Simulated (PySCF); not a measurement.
Run report: C$_{3}$H$_{9}$AlBr$_{3}$P, excited-state calculation

The run: excited-state calculation of C$_{3}$H$_{9}$AlBr$_{3}$P ([AlBr3(PMe3)]), SMILES C[P+](C)(C)[Al-]([Br])([Br])[Br]. Method and program: TDDFT wB97X-D/def2-SVPD, vertical, gas phase, core orbitals frozen in the response (PySCF 2.14.0).

The geometry comes from this level: PBE0-D3(BJ)/def2-SVP.

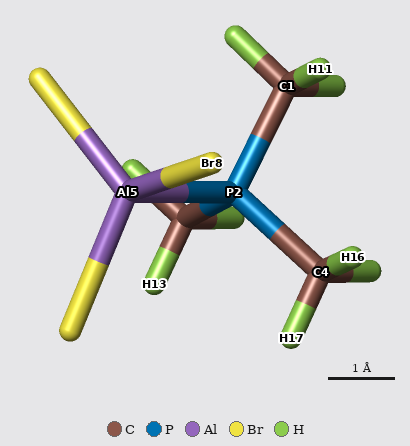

**Figure 1.** The input geometry (stick view, seen at a tilt; atoms are numbered from 1 in the order of the input). Sticks mark near contacts.

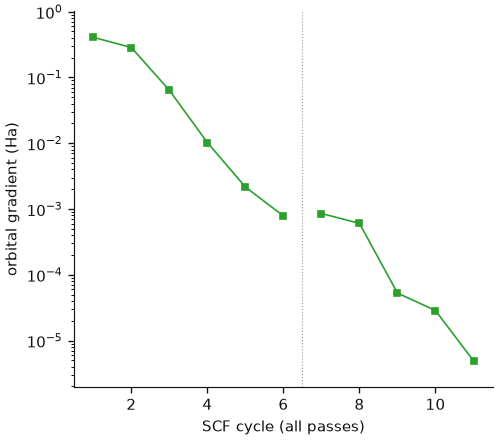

**Figure 2.** Convergence of the self-consistent field: orbital gradient against the SCF cycle. The dotted line marks the change from a coarse to the final integration grid. The first 6 cycles use a coarse grid, the final grid takes over at cycle 7, and the field converges after 11 cycles in all.

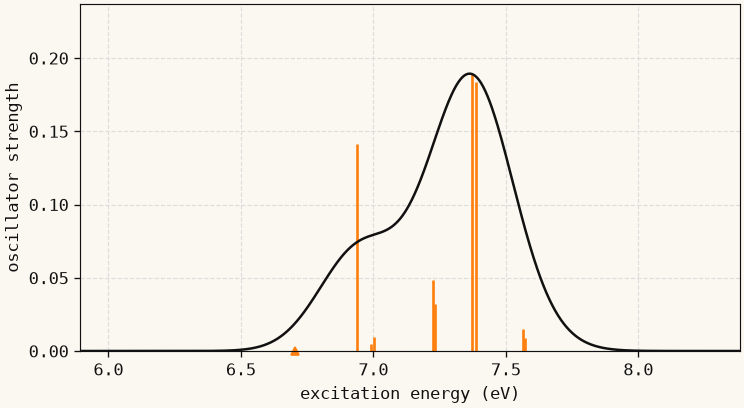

**Figure 3.** Computed excitations as sticks (degenerate states added up, dark ones marked on the axis), with a Gaussian envelope of 0.35 eV full width at half maximum, scaled to the tallest. Of the 10 states the lowest lies at 6.71 eV (f = 0.000); the strongest line is at 7.37 eV, or 168 nm (f = 0.189).

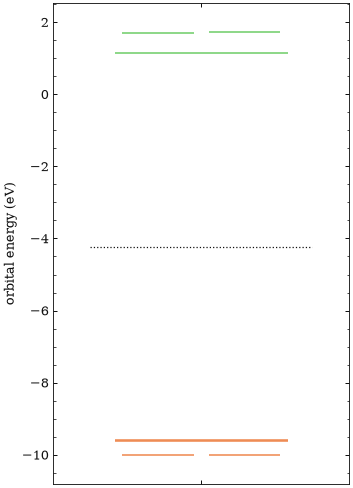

**Figure 4.** Orbital energies near the frontier; the dotted line parts filled from empty levels, and levels within 0.02 eV of each other stand side by side. Highest filled −9.60 eV, lowest empty 1.14 eV, 10.74 eV apart.

These pictures come from the run below.

Input file:
```
{"job": {"kind": "uv", "xc": "wB97X-D", "basis": "def2-SVPD", "ip": true}, "charge": 0, "multiplicity": 1}
C     -0.788344     0.067589     1.678489
P     -0.098643    -0.013198    -0.001131
C     -0.415821    -1.694697    -0.613440
C     -1.077945     1.118968    -1.031954
Al     2.238442     0.508777    -0.038816
Br     2.748224     0.155341    -2.240868
Br     3.009956    -1.038804     1.455705
Br     2.246779     2.673107     0.688959
H     -0.219626    -0.622731     2.318383
H     -1.855111    -0.199894     1.691058
H     -0.653415     1.087456     2.066993
H      0.154220    -2.401771     0.007077
H     -0.041456    -1.766070    -1.645154
H     -1.486050    -1.945636    -0.582276
H     -2.150392     0.877941    -0.996007
H     -0.911532     2.146056    -0.675740
H     -0.712503     1.050308    -2.066961
```

The first line tells a small driver script what to run in PySCF; the rest is the geometry in Å.

Run as:
```bash
OMP_NUM_THREADS=1 python <driver script> task.json out
```

Log:
```
coarse grid: 72552 points
cycle   1  E = -8425.1382470048  dE = -2.541e+00  |g| = 4.069e-01  |ddm| = 6.674e+00
cycle   2  E = -8425.1718878748  dE = -3.364e-02  |g| = 2.847e-01  |ddm| = 1.790e+00
cycle   3  E = -8425.1959293406  dE = -2.404e-02  |g| = 6.365e-02  |ddm| = 7.165e-01
cycle   4  E = -8425.1969290923  dE = -9.998e-04  |g| = 1.023e-02  |ddm| = 1.646e-01
cycle   5  E = -8425.1969797954  dE = -5.070e-05  |g| = 2.158e-03  |ddm| = 6.389e-02
cycle   6  E = -8425.1969818594  dE = -2.064e-06  |g| = 7.817e-04  |ddm| = 1.027e-02
final grid: 145016 points
cycle   7  E = -8425.1965318954  dE = -1.121e-06  |g| = 8.528e-04  |ddm| = 1.737e-02
cycle   8  E = -8425.1965319778  dE = -8.245e-08  |g| = 6.043e-04  |ddm| = 3.258e-03
cycle   9  E = -8425.1965320238  dE = -4.600e-08  |g| = 5.269e-05  |ddm| = 1.385e-03
cycle  10  E = -8425.1965320258  dE = -1.954e-09  |g| = 2.854e-05  |ddm| = 3.180e-04
cycle  11  E = -8425.1965320261  dE = -3.092e-10  |g| = 4.916e-06  |ddm| = 7.978e-05
converged SCF energy = -8425.1965320261

Static polarisability (au): isotropic 149.170, principal 148.571 149.279 149.660

Singlet excitations
state   eV       nm        f      main configurations
  1   6.7060    184.9   0.00002   H->L 0.69, H->L+3 0.12
  2   6.9376    178.7   0.14162   H-1->L 0.69, H-1->L+3 0.09, H-1->L+6 0.08
  3   6.9897    177.4   0.00446   H-1->L+1 0.30, H-3->L 0.22, H-2->L 0.21
  4   7.0006    177.1   0.00952   H-1->L+2 0.28, H-2->L 0.23, H-3->L 0.20
  5   7.2253    171.6   0.04828   H-4->L 0.44, H->L+1 0.20
  6   7.2331    171.4   0.03193   H-5->L 0.40, H->L+2 0.20
  7   7.3731    168.2   0.18939   H-1->L+1 0.43, H-2->L 0.12, H-3->L 0.11
  8   7.3884    167.8   0.18356   H-1->L+2 0.43, H-3->L 0.11, H-2->L 0.10
  9   7.5630    163.9   0.01525   H->L+1 0.52
 10   7.5711    163.8   0.00896   H->L+2 0.53

Triplet excitations (Tamm-Dancoff, eV): 6.4659 6.5069 6.5314 6.6652
Vertical ionisation energy (delta-SCF) = 9.6416 eV
```

Summary:

```json
{"quantity": "outcome", "value": "converged"}
{"quantity": "total energy", "value": "−8425.196532 hartree"}
{"quantity": "HOMO", "value": "−9.60 eV"}
{"quantity": "LUMO", "value": "1.14 eV"}
{"quantity": "dipole moment", "value": "7.46 D"}
{"quantity": "mean polarisability", "value": "149.17 a.u."}
{"quantity": "vertical ionisation energy", "value": "9.64 eV"}
{"quantity": "lowest singlet excitation", "value": "6.71 eV"}
{"quantity": "hardware", "value": "1 CPU thread, shared host"}
{"quantity": "wall time", "value": "23 min"}
{"quantity": "peak memory", "value": "1.8 GiB"}
```

Spin–orbit coupling is left out, which matters for the heavy atoms.
